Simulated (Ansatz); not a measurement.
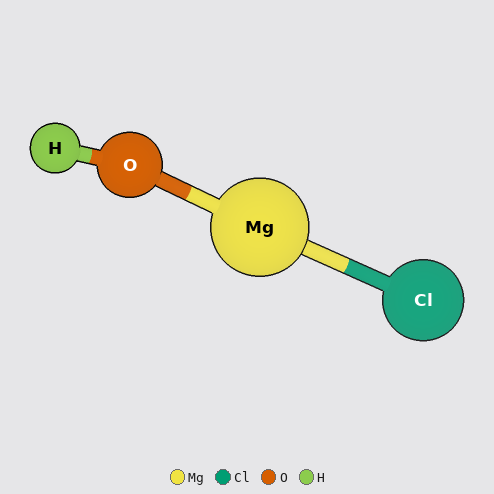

The picture shows a molecular structure as a ball-and-stick model. Every bond is drawn as one stick, whatever its order.

Computed geometry: PBE0-D4/def2-TZVP optimisation.

Give the formula.

Answer. ClHMgO, 4 atoms: 1 chlorine, 1 hydrogen, 1 magnesium and 1 oxygen.

How many bonds of each kind are drawn?

Answer. 1 Cl–Mg, 1 Mg–O, 1 O–H. Sticks follow a distance rule.

More results for the same structure follow; atom numbers are the same in all pictures, views and colours differ.

**Electronic properties**

Properties computed with RKS PBE0-D4/def2-TZVPP (Ansatz 0.2.0).

Computed properties:

- HOMO energy (Kohn–Sham orbital): −8.34 eV
- LUMO energy (Kohn–Sham orbital): −1.40 eV
- HOMO–LUMO gap: 6.94 eV

**Dipole moment**

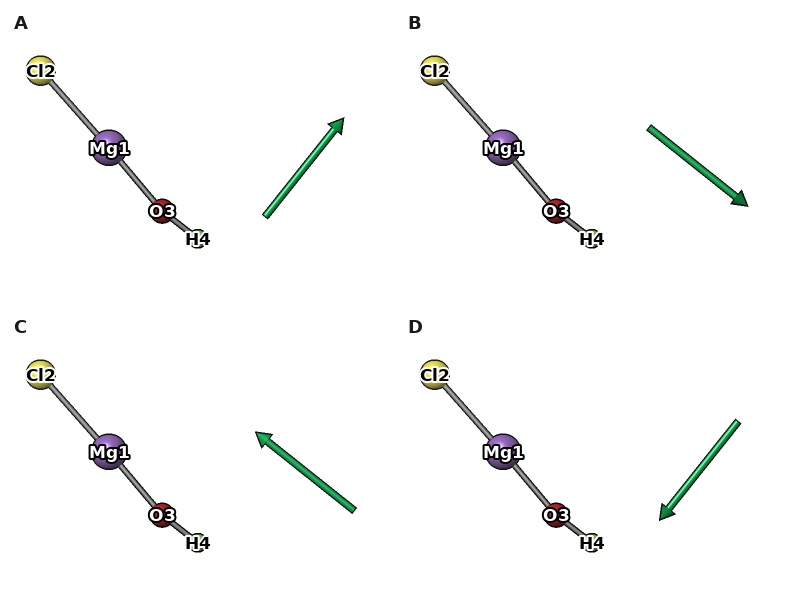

The same molecule four times, each with an arrow. Properties computed with RKS PBE0-D4/def2-TZVP (Ansatz 0.2.0).

Which arrow points along the dipole moment, from the negative to the positive end?

Answer. B. The dipole moment is 2.10 D; it points from the side of Cl2 to the side of H4 (the outermost atoms at the two ends).

**Charges**

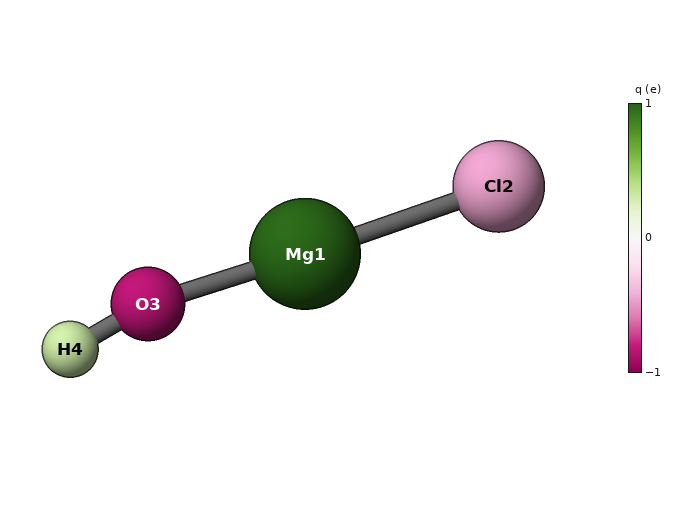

Atoms are coloured by their Mulliken charges. Level of theory: RKS PBE0-D4/def2-TZVP (Ansatz 0.2.0).

Which atom carries the highest charge (most positive or least negative)?

Answer. Mg1 (0.97 e).

And the lowest?

Answer. O3 (−0.82 e).

List the Mulliken charges.

```
atom  value (e)
 Mg1       0.97
 Cl2      −0.46
  O3      −0.82
  H4       0.31
```

Mulliken values depend strongly on the basis set and can even reverse the polarity of a bond.
